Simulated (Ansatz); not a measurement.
# NH₄+ with CH₃F: superposition error and deformation, part 2 of 3

Ansatz 0.2.0, Gaussian basis.

## 12. HSE06-D4/def2-TZVPPD

The inputs:

a/in.yaml

```yaml
crystal:
  periodic: [false, false, false]
  atoms:
    - {symbol: N, position_ang: [0.036299, 0.005587, -1.944397]}
    - {symbol: H, position_ang: [0.014524, 0.027091, -0.900948]}
    - {symbol: H, position_ang: [-0.576966, -0.731535, -2.294539]}
    - {symbol: H, position_ang: [0.988822, -0.164636, -2.269917]}
    - {symbol: H, position_ang: [-0.283993, 0.906742, -2.302938]}
basis:
  gaussian: {orbitals: "def2-TZVPPD.json"}
total_charge: 1
hamiltonian: {xc: hse06, dispersion: d4}
```

b/in.yaml

```yaml
crystal:
  periodic: [false, false, false]
  atoms:
    - {symbol: C, position_ang: [-0.032904, -0.040083, 2.026086]}
    - {symbol: F, position_ang: [-0.073258, 0.419757, 0.683835]}
    - {symbol: H, position_ang: [-0.122668, 0.838054, 2.660827]}
    - {symbol: H, position_ang: [0.920989, -0.541664, 2.174975]}
    - {symbol: H, position_ang: [-0.870945, -0.719413, 2.167117]}
basis:
  gaussian: {orbitals: "def2-TZVPPD.json"}
hamiltonian: {xc: hse06, dispersion: d4}
```

The same command starts each run, in its folder.

Run with:

```console
> ansatz run in.yaml --threads 4 --pin off --events-out ev --progress --plain --max-ram 9574MiB
```

Log of a (excerpt; [...] marks lines left out):

```text
Functional definition: HSE06
  name "HSE06"
  cite "Heyd, Scuseria & Ernzerhof, J. Chem. Phys. 118, 8207 (2003) doi:10.1063/1.1564060"
  cite "Krukau, Vydrov, Izmaylov & Scuseria, J. Chem. Phys. 125, 224106 (2006) doi:10.1063/1.2404663"
  cite "Heyd & Scuseria, J. Chem. Phys. 120, 7274 (2004) doi:10.1063/1.1668634"
  cite "Ernzerhof & Perdew, J. Chem. Phys. 109, 3313 (1998) doi:10.1063/1.476928"
[...]
415 factors; their error is unknown
54 factors; integrals over basis functions are off by at most 2.6e-6 eV
[...]
mean field -1547.05624305 eV, -56.8532682996 hartree, gradient 6.4e-5 eV, S^2 0.000000; 0 other end points of the search recorded, 0 dependent functions left out
reference -1547.05626396 eV, -56.8532690679 hartree; 5, 5 occupied and 100, 100 virtual orbitals, 415 factors
Total energy: -1547.06395687 eV, -56.8535517773 hartree
```

Output in b (excerpt; [...] marks lines left out):

```text
[... 6 set-up lines as earlier in the session ...]
[...]
548 factors; their error is unknown
55 factors; integrals over basis functions are off by at most 5.4e-6 eV
[...]
mean field -3800.03267859 eV, -139.6486251837 hartree, gradient 2.0e-5 eV, S^2 0.000000; 0 other end points of the search recorded, 0 dependent functions left out
reference -3800.03271692 eV, -139.6486265921 hartree; 9, 9 occupied and 119, 119 virtual orbitals, 548 factors
Total energy: -3800.05352899 eV, -139.6493914216 hartree
```

Wall times: 0.35 s (a), 0.55 s (b) on 4 threads of Arm Neoverse V2, shared host.

## 13. CCSD(T)/def2-TZVPPD

The same edit goes into each in.yaml of step 12 (a, b):

```diff
-hamiltonian: {xc: hse06, dispersion: d4}
+correlation: {method: ccsd_t}
```

Each run has its own folder and the same command.

Run with:

```console
> ansatz run in.yaml --threads 4 --pin off --events-out ev --progress --plain --max-ram 9574MiB
```

a printed (excerpt; [...] marks lines left out):

```text
Functional definition: HF
  name "HF"
  cite "Fock, Z. Phys. 61, 126 (1930) doi:10.1007/BF01340294"
[... 1 set-up line as earlier in the session ...]
[...]
585 factors; integrals over basis functions are off by at most 8.0e-4 eV
[...]
mean field -1539.22369228 eV, -56.5654273681 hartree, gradient 2.8e-6 eV, S^2 0.000000; 0 other end points of the search recorded, 0 dependent functions left out
1 core orbitals not correlated: weight in the atoms' cores, before any rotation towards them, 1.000 or more for the frozen orbitals, at most 0.000 for the correlated occupied ones
reference -1539.22369228 eV, -56.5654273681 hartree; 4, 4 occupied and 100, 100 virtual orbitals, 585 factors
second order -6.23642429 eV of doubles, -0.00000000 eV of singles
cycle   1  -6.50534718 eV  change   -2.7e-1 eV  update   3.6e-2
[...]
cycle   8  -6.65509221 eV  change   -2.0e-6 eV  update   1.1e-6
perturbative correction -0.17979282 eV, -0.0066072641 hartree
Total energy: -1546.05857731 eV, -56.8166047600 hartree
```

b printed (excerpt; [...] marks lines left out):

```text
[... 4 set-up lines as earlier in the session ...]
[...]
753 factors; integrals over basis functions are off by at most 1.0e-3 eV
[...]
mean field -3785.13831315 eV, -139.1012673494 hartree, gradient 1.2e-6 eV, S^2 0.000000; 0 other end points of the search recorded, 0 dependent functions left out
2 core orbitals not correlated: weight in the atoms' cores, before any rotation towards them, 1.000 or more for the frozen orbitals, at most 0.000 for the correlated occupied ones
reference -3785.13831315 eV, -139.1012673494 hartree; 7, 7 occupied and 119, 119 virtual orbitals, 753 factors
second order -11.87024515 eV of doubles, -0.00000000 eV of singles
cycle   1  -11.99524130 eV  change   -1.2e-1 eV  update   6.9e-2
[...]
cycle   9  -12.31242714 eV  change   -2.4e-6 eV  update   6.5e-6
perturbative correction -0.37437365 eV, -0.0137579779 hartree
Total energy: -3797.82511394 eV, -139.5674986788 hartree
```

They took 0.8 s (a), 2.6 s (b) on 4 threads of Arm Neoverse V2, shared host; peak memory 0.64 GiB.

## 14. Relaxing NH₄+ alone

Contents of relax-a/in.yaml:

```yaml
crystal:
  periodic: [false, false, false]
  atoms:
    - {symbol: N, position_ang: [0.036299, 0.005587, -1.944397]}
    - {symbol: H, position_ang: [0.014524, 0.027091, -0.900948]}
    - {symbol: H, position_ang: [-0.576966, -0.731535, -2.294539]}
    - {symbol: H, position_ang: [0.988822, -0.164636, -2.269917]}
    - {symbol: H, position_ang: [-0.283993, 0.906742, -2.302938]}
basis:
  gaussian: {orbitals: def2-TZVP}
total_charge: 1
hamiltonian: {xc: pbe0, dispersion: d4}
relax: {f_tol: 0.005, max_steps: 200}
```

Run with:

```console
> ansatz run in.yaml --threads 4 --pin off --events-out ev --progress --plain --max-ram 9574MiB
```

Standard output (excerpt; [...] marks lines left out):

```text
[... 5 set-up lines as earlier in the session ...]
[...]
331 factors; their error is unknown
[...]
mean field -1547.06365122 eV, -56.8535405451 hartree, gradient 5.7e-6 eV, S^2 0.000000; 0 other end points of the search recorded, 0 dependent functions left out
[...]
Atom 1 at     0.015755     0.021722    -0.919236 Å, force     0.000001    -0.000004     0.000026 eV/Å
Atom 2 at    -0.579321    -0.733800    -2.286364 Å, force    -0.000012    -0.000028    -0.000006 eV/Å
Atom 3 at     0.992260    -0.164984    -2.262942 Å, force     0.000028    -0.000016    -0.000005 eV/Å
Atom 4 at    -0.285745     0.911661    -2.301650 Å, force    -0.000013     0.000031    -0.000007 eV/Å
Dipole moment:    -0.000000     0.000001    -0.000000 e Å
```

Run time: 0.85 s. Hardware: 4 threads of Arm Neoverse V2, shared host.

Along the way:

| step | energy from step 1 (eV) | largest force component (eV/Å) |
| --- | --- | --- |
| 1 | 0.0000 | 0.8091 |
| 2 | -0.0089 | 0.2175 |
| 3 | -0.0096 | 0.0093 |
| 4 | -0.0096 | 0.0000 |

Close pairs (by a distance rule), those that changed most:

| bond | before (Å) | after (Å) | change (Å) |
| --- | --- | --- | --- |
| N1–H2 | 1.044 | 1.024 | -0.020 |
| N1–H3 | 1.021 | 1.024 | +0.003 |
| N1–H4 | 1.021 | 1.024 | +0.003 |
| N1–H5 | 1.021 | 1.024 | +0.002 |

## 15. Relaxing CH₃F alone

Contents of relax-b/in.yaml:

```yaml
crystal:
  periodic: [false, false, false]
  atoms:
    - {symbol: C, position_ang: [-0.032904, -0.040083, 2.026086]}
    - {symbol: F, position_ang: [-0.073258, 0.419757, 0.683835]}
    - {symbol: H, position_ang: [-0.122668, 0.838054, 2.660827]}
    - {symbol: H, position_ang: [0.920989, -0.541664, 2.174975]}
    - {symbol: H, position_ang: [-0.870945, -0.719413, 2.167117]}
basis:
  gaussian: {orbitals: def2-TZVP}
hamiltonian: {xc: pbe0, dispersion: d4}
relax: {f_tol: 0.005, max_steps: 200}
```

Run with:

```console
> ansatz run in.yaml --threads 4 --pin off --events-out ev --progress --plain --max-ram 9574MiB
```

Standard output (excerpt; [...] marks lines left out):

```text
[... 5 set-up lines as earlier in the session ...]
[...]
468 factors; their error is unknown
[...]
mean field -3800.14180954 eV, -139.6526356718 hartree, gradient 5.8e-6 eV, S^2 0.000000; 0 other end points of the search recorded, 0 dependent functions left out
[...]
Atom 1 at    -0.072142     0.410241     0.696174 Å, force     0.000028    -0.000298     0.000820 eV/Å
Atom 2 at    -0.122131     0.831374     2.668742 Å, force    -0.000033     0.000466    -0.000190 eV/Å
Atom 3 at     0.914416    -0.540176     2.177521 Å, force    -0.000664     0.000358    -0.000538 eV/Å
Atom 4 at    -0.864857    -0.716723     2.170125 Å, force     0.000553     0.000441    -0.000533 eV/Å
Dipole moment:     0.010333    -0.118974     0.353999 e Å
```

Wall time 1.8 s (4 threads of Arm Neoverse V2, shared host).

Step by step:

| step | energy from step 1 (eV) | largest force component (eV/Å) |
| --- | --- | --- |
| 1 | 0.0000 | 1.3985 |
| 2 | -0.0215 | 0.8532 |
| 3 | -0.0318 | 0.0899 |
| 4 | -0.0319 | 0.0201 |
| 5 | -0.0319 | 0.0010 |

Distances of close pairs at the start and the end, largest changes first:

| bond | before (Å) | after (Å) | change (Å) |
| --- | --- | --- | --- |
| C1–F2 | 1.419 | 1.376 | -0.043 |
| C1–H3 | 1.087 | 1.092 | +0.005 |
| C1–H4 | 1.088 | 1.092 | +0.004 |
| C1–H5 | 1.088 | 1.092 | +0.004 |

## 16. PBE-D4/def2-TZVPPD

Contents of free-a/in.yaml:

```yaml
crystal:
  periodic: [false, false, false]
  atoms:
    - {symbol: N, position_ang: [0.035737, 0.008649, -1.942547]}
    - {symbol: H, position_ang: [0.015755, 0.021722, -0.919236]}
    - {symbol: H, position_ang: [-0.579321, -0.733800, -2.286364]}
    - {symbol: H, position_ang: [0.992260, -0.164984, -2.262942]}
    - {symbol: H, position_ang: [-0.285745, 0.911661, -2.301650]}
basis:
  gaussian: {orbitals: "def2-TZVPPD.json"}
total_charge: 1
hamiltonian: {xc: pbe, dispersion: d4}
```

Contents of free-b/in.yaml:

```yaml
crystal:
  periodic: [false, false, false]
  atoms:
    - {symbol: C, position_ang: [-0.034072, -0.028065, 2.000278]}
    - {symbol: F, position_ang: [-0.072142, 0.410241, 0.696174]}
    - {symbol: H, position_ang: [-0.122131, 0.831374, 2.668742]}
    - {symbol: H, position_ang: [0.914416, -0.540176, 2.177521]}
    - {symbol: H, position_ang: [-0.864857, -0.716723, 2.170125]}
basis:
  gaussian: {orbitals: "def2-TZVPPD.json"}
hamiltonian: {xc: pbe, dispersion: d4}
```

One command serves all of them, each in its own folder.

Run with:

```console
> ansatz run in.yaml --threads 4 --pin off --events-out ev --progress --plain --max-ram 9574MiB
```

Output in free-a (excerpt; [...] marks lines left out):

```text
[... 4 set-up lines as earlier in the session ...]
[...]
415 factors; their error is unknown
[...]
mean field -1546.93297002 eV, -56.8487380994 hartree, gradient 8.6e-5 eV, S^2 0.000000; 0 other end points of the search recorded, 0 dependent functions left out
reference -1546.93299083 eV, -56.8487388640 hartree; 5, 5 occupied and 100, 100 virtual orbitals, 415 factors
Total energy: -1546.94365440 eV, -56.8491307430 hartree
```

Log of free-b (excerpt; [...] marks lines left out):

```text
[... 4 set-up lines as earlier in the session ...]
[...]
548 factors; their error is unknown
[...]
mean field -3800.05645015 eV, -139.6494987723 hartree, gradient 4.3e-5 eV, S^2 0.000000; 0 other end points of the search recorded, 0 dependent functions left out
reference -3800.05649114 eV, -139.6495002786 hartree; 9, 9 occupied and 119, 119 virtual orbitals, 548 factors
Total energy: -3800.08511588 eV, -139.6505522184 hartree
```

They took 0.3 s (free-a), 0.4 s (free-b) on 4 threads of Arm Neoverse V2, shared host.

## 17. r2SCAN-D4/def2-TZVPPD

Each input of step 16 (free-a, free-b) changes in the same lines:

```diff
-hamiltonian: {xc: pbe, dispersion: d4}
+hamiltonian: {xc: r2scan, dispersion: d4}
```

The same command starts each run, in its folder.

Run with:

```console
> ansatz run in.yaml --threads 4 --pin off --events-out ev --progress --plain --max-ram 9574MiB
```

free-a printed (excerpt; [...] marks lines left out):

```text
[... 5 set-up lines as earlier in the session ...]
[...]
415 factors; their error is unknown
[...]
mean field -1548.03150706 eV, -56.8891085912 hartree, gradient 4.7e-5 eV, S^2 0.000000; 0 other end points of the search recorded, 0 dependent functions left out
reference -1548.03151269 eV, -56.8891087978 hartree; 5, 5 occupied and 100, 100 virtual orbitals, 415 factors
Total energy: -1548.03405651 eV, -56.8892022816 hartree
```

Output in free-b (excerpt; [...] marks lines left out):

```text
[... 5 set-up lines as earlier in the session ...]
[...]
548 factors; their error is unknown
[...]
mean field -3802.34208149 eV, -139.7334941746 hartree, gradient 3.7e-5 eV, S^2 0.000000; 0 other end points of the search recorded, 0 dependent functions left out
reference -3802.34209422 eV, -139.7334946426 hartree; 9, 9 occupied and 119, 119 virtual orbitals, 548 factors
Total energy: -3802.34884153 eV, -139.7337426017 hartree
```

Times: 0.7 s (free-a), 0.8 s (free-b) on 4 threads of Arm Neoverse V2, shared host.

## 18. PBE0-D4/def2-TZVPPD

The same edit goes into each in.yaml of step 17 (free-a, free-b):

```diff
-hamiltonian: {xc: r2scan, dispersion: d4}
+hamiltonian: {xc: pbe0, dispersion: d4}
+output: {orbitals: {seedname: orbitals}}
```

Each run has its own folder and the same command.

Run with:

```console
> ansatz run in.yaml --threads 4 --pin off --events-out ev --progress --plain --max-ram 9574MiB
```

Output in free-a (excerpt; [...] marks lines left out):

```text
[... 5 set-up lines as earlier in the session ...]
[...]
415 factors; their error is unknown
[...]
mean field -1547.15296456 eV, -56.8568227497 hartree, gradient 5.6e-5 eV, S^2 0.000000; 0 other end points of the search recorded, 0 dependent functions left out
reference -1547.15298028 eV, -56.8568233273 hartree; 5, 5 occupied and 100, 100 virtual orbitals, 415 factors
Total energy: -1547.16152432 eV, -56.8571373150 hartree
```

Log of free-b (excerpt; [...] marks lines left out):

```text
[... 5 set-up lines as earlier in the session ...]
[...]
548 factors; their error is unknown
[...]
mean field -3800.24244780 eV, -139.6563340600 hartree, gradient 6.0e-5 eV, S^2 0.000000; 0 other end points of the search recorded, 0 dependent functions left out
reference -3800.24247688 eV, -139.6563351283 hartree; 9, 9 occupied and 119, 119 virtual orbitals, 548 factors
Total energy: -3800.26554626 eV, -139.6571829127 hartree
```

Wall times: 0.4 s (free-a), 0.45 s (free-b) on 4 threads of Arm Neoverse V2, shared host.

Fields of free-a:

The fields below are evaluated on a grid from the run's orbitals.

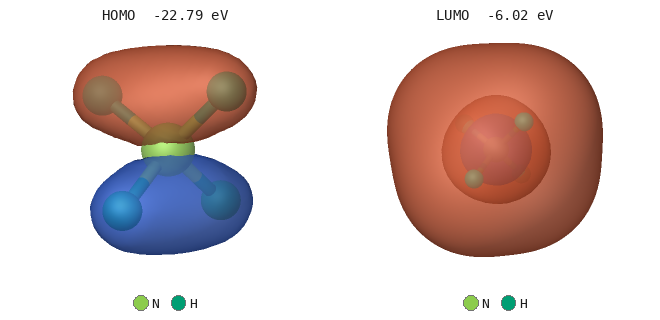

Frontier orbitals at PBE0-D4/def2-TZVPPD; each surface holds 70 % of the orbital's density, blue and red mark the sign.

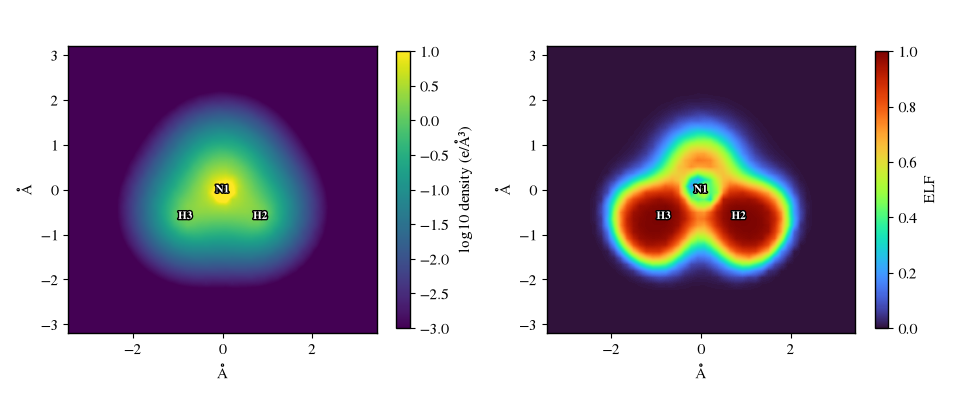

Density (left) and ELF (right) in a plane through or near 3 of the atoms.

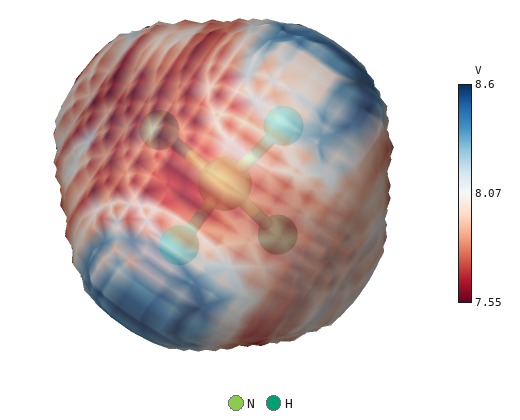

Electrostatic potential on the surface of density 0.002 e/bohr³; red is low, blue high. It runs from 7.55 to 8.60 V.

## 19. B3LYP-D4/def2-TZVPPD

Each input of step 18 (free-a, free-b) changes in the same lines:

```diff
-hamiltonian: {xc: pbe0, dispersion: d4}
-output: {orbitals: {seedname: orbitals}}
+hamiltonian: {xc: {name: B3LYP}, dispersion: d4}
```

One command serves all of them, each in its own folder.

Run with:

```console
> ansatz run in.yaml --threads 4 --pin off --events-out ev --progress --plain --max-ram 9574MiB
```

free-a printed (excerpt; [...] marks lines left out):

```text
[... 6 set-up lines as earlier in the session ...]
[...]
415 factors; their error is unknown
[...]
mean field -1549.06684756 eV, -56.9271566526 hartree, gradient 8.7e-5 eV, S^2 0.000000; 0 other end points of the search recorded, 0 dependent functions left out
reference -1549.06698331 eV, -56.9271616413 hartree; 5, 5 occupied and 100, 100 virtual orbitals, 415 factors
Total energy: -1549.08390865 eV, -56.9277836362 hartree
```

Log of free-b (excerpt; [...] marks lines left out):

```text
[... 6 set-up lines as earlier in the session ...]
[...]
548 factors; their error is unknown
[...]
mean field -3804.41691291 eV, -139.8097428229 hartree, gradient 6.6e-5 eV, S^2 0.000000; 0 other end points of the search recorded, 0 dependent functions left out
reference -3804.41712568 eV, -139.8097506423 hartree; 9, 9 occupied and 119, 119 virtual orbitals, 548 factors
Total energy: -3804.46286034 eV, -139.8114313600 hartree
```

Wall times: 0.5 s (free-a), 0.55 s (free-b) on 4 threads of Arm Neoverse V2, shared host.

## 20. wB97X-V/def2-TZVPPD

Each input of step 19 (free-a, free-b) changes in the same lines:

```diff
-hamiltonian: {xc: {name: B3LYP}, dispersion: d4}
+hamiltonian: {xc: {name: wB97X-V}}
```

The same command starts each run, in its folder.

Run with:

```console
> ansatz run in.yaml --threads 4 --pin off --events-out ev --progress --plain --max-ram 9574MiB
```

free-a printed (excerpt; [...] marks lines left out):

```text
[... 5 set-up lines as earlier in the session ...]
[...]
      + integral(e_c_pw_opposite_spin*poly(b97_u_opposite, cos0, cos1)) + vv10(b, c)
415 factors; their error is unknown
143 factors; integrals over basis functions are off by at most 1.4e-5 eV
[...]
mean field -1548.40792734 eV, -56.9029417813 hartree, gradient 1.0e-5 eV, S^2 0.000000; 0 other end points of the search recorded, 0 dependent functions left out
reference -1548.40792634 eV, -56.9029417444 hartree; 5, 5 occupied and 100, 100 virtual orbitals, 415 factors
Total energy: -1548.40792634 eV, -56.9029417444 hartree
```

free-b printed (excerpt; [...] marks lines left out):

```text
[... 5 set-up lines as earlier in the session ...]
[...]
      + integral(e_c_pw_opposite_spin*poly(b97_u_opposite, cos0, cos1)) + vv10(b, c)
548 factors; their error is unknown
177 factors; integrals over basis functions are off by at most 2.7e-5 eV
[...]
mean field -3802.96646845 eV, -139.7564399722 hartree, gradient 7.5e-5 eV, S^2 0.000000; 0 other end points of the search recorded, 0 dependent functions left out
reference -3802.96646659 eV, -139.7564399039 hartree; 9, 9 occupied and 119, 119 virtual orbitals, 548 factors
Total energy: -3802.96646659 eV, -139.7564399039 hartree
```

They took 1.1 s (free-a), 1.2 s (free-b) on 4 threads of Arm Neoverse V2, shared host.

## 21. wB97M-V/def2-TZVPPD

Each input of step 20 (free-a, free-b) changes in the same lines:

```diff
-hamiltonian: {xc: {name: wB97X-V}}
+hamiltonian: {xc: {name: wB97M-V}}
```

The same command starts each run, in its folder.

Run with:

```console
> ansatz run in.yaml --threads 4 --pin off --events-out ev --progress --plain --max-ram 9574MiB
```

Output in free-a (excerpt; [...] marks lines left out):

```text
[... 5 set-up lines as earlier in the session ...]
  # Of w^i u^j: cxij and so on, Table III.
[...]
  gx(w, u) = 1 - cx + cx01*u + cx10*w
[...]
      + integral(e_c_pw_mod_opposite_spin*gos(b97_w_opposite, b97_u_opposite)) + vv10(b, c)
415 factors; their error is unknown
143 factors; integrals over basis functions are off by at most 1.4e-5 eV
[...]
mean field -1547.96940985 eV, -56.8868265606 hartree, gradient 5.0e-5 eV, S^2 0.000000; 0 other end points of the search recorded, 0 dependent functions left out
reference -1547.96943514 eV, -56.8868274899 hartree; 5, 5 occupied and 100, 100 virtual orbitals, 415 factors
Total energy: -1547.96943514 eV, -56.8868274899 hartree
```

Log of free-b (excerpt; [...] marks lines left out):

```text
[... 5 set-up lines as earlier in the session ...]
  # Of w^i u^j: cxij and so on, Table III.
[...]
  gx(w, u) = 1 - cx + cx01*u + cx10*w
[...]
      + integral(e_c_pw_mod_opposite_spin*gos(b97_w_opposite, b97_u_opposite)) + vv10(b, c)
548 factors; their error is unknown
177 factors; integrals over basis functions are off by at most 2.7e-5 eV
[...]
mean field -3802.77167115 eV, -139.7492813037 hartree, gradient 1.3e-5 eV, S^2 0.000000; 0 other end points of the search recorded, 0 dependent functions left out
reference -3802.77171755 eV, -139.7492830088 hartree; 9, 9 occupied and 119, 119 virtual orbitals, 548 factors
Total energy: -3802.77171755 eV, -139.7492830088 hartree
```

Times: 0.8 s (free-a), 1.4 s (free-b) on 4 threads of Arm Neoverse V2, shared host.

## 22. B2PLYP/def2-TZVPPD

The same edit goes into each in.yaml of step 21 (free-a, free-b):

```diff
-hamiltonian: {xc: {name: wB97M-V}}
+hamiltonian: {xc: {name: B2PLYP}}
```

The same command starts each run, in its folder.

Run with:

```console
> ansatz run in.yaml --threads 4 --pin off --events-out ev --progress --plain --max-ram 9574MiB
```

free-a printed (excerpt; [...] marks lines left out):

```text
[... 5 set-up lines as earlier in the session ...]
[...]
585 factors; integrals over basis functions are off by at most 6.6e-4 eV
[...]
mean field -1545.66000051 eV, -56.8019573326 hartree, gradient 4.6e-6 eV, S^2 0.000000; 0 other end points of the search recorded, 0 dependent functions left out
1 core orbitals not correlated: weight in the atoms' cores, before any rotation towards them, 1.000 or more for the frozen orbitals, at most 0.000 for the correlated occupied ones
reference -1545.66008747 eV, -56.8019605285 hartree; 4, 4 occupied and 100, 100 virtual orbitals, 585 factors
second order -7.37097465 eV of doubles, -0.00000000 eV of singles
Total energy: -1547.65025063 eV, -56.8750976755 hartree
```

Log of free-b (excerpt; [...] marks lines left out):

```text
[... 5 set-up lines as earlier in the session ...]
[...]
753 factors; integrals over basis functions are off by at most 8.6e-4 eV
[...]
mean field -3797.95752260 eV, -139.5723646077 hartree, gradient 3.7e-6 eV, S^2 0.000000; 0 other end points of the search recorded, 0 dependent functions left out
2 core orbitals not correlated: weight in the atoms' cores, before any rotation towards them, 1.000 or more for the frozen orbitals, at most 0.000 for the correlated occupied ones
reference -3797.95764845 eV, -139.5723692324 hartree; 7, 7 occupied and 119, 119 virtual orbitals, 753 factors
second order -14.05509036 eV of doubles, -0.00000000 eV of singles
Total energy: -3801.75252285 eV, -139.7118282943 hartree
```

Wall times: 0.45 s (free-a), 0.8 s (free-b) on 4 threads of Arm Neoverse V2, shared host.

(Continued in part 3 of 3.)
